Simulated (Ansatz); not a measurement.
```yaml
atoms:
  - { symbol: C, position_ang: [-0.3919, 0.6697, 1.0741] }
  - { symbol: C, position_ang: [0.6503, 0.3057, 0.0185] }
  - { symbol: Al, position_ang: [0.1003, -1.0050, -1.3007] }
  - { symbol: F, position_ang: [1.1309, -1.4884, -2.4898] }
  - { symbol: Br, position_ang: [-1.9422, -1.9476, -1.3114] }
  - { symbol: H, position_ang: [-0.0057, 1.4123, 1.7776] }
  - { symbol: H, position_ang: [-1.2964, 1.0847, 0.6234] }
  - { symbol: H, position_ang: [-0.7013, -0.2022, 1.6550] }
  - { symbol: H, position_ang: [0.9747, 1.1972, -0.5326] }
  - { symbol: H, position_ang: [1.5643, -0.0777, 0.4888] }
```

Geometry: PBE0-D4/def2-TZVP.

Level of theory: RKS PBE0-D4/def2-TZVPP (Ansatz 0.2.0).

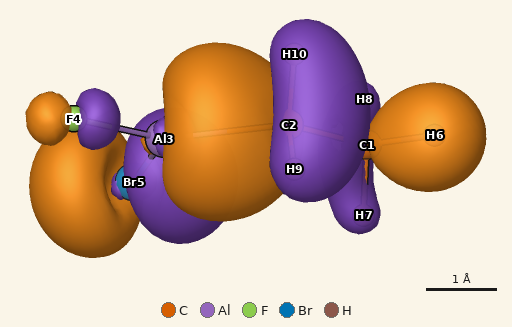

C2H5AlBrF (SMILES C[CH2][Al]([F])[Br]). The HOMO at ±0.1 Å⁻³ᐟ² (orange and purple are the two phases), seen from one side.

Where does this orbital lie, and at what energy?

Its weight (Hirshfeld) is mainly on C2 (about 35 %), Br5 (about 25 %), Al3 (about 15 %) and C1 (about 10 %). Its energy is −8.32 eV.
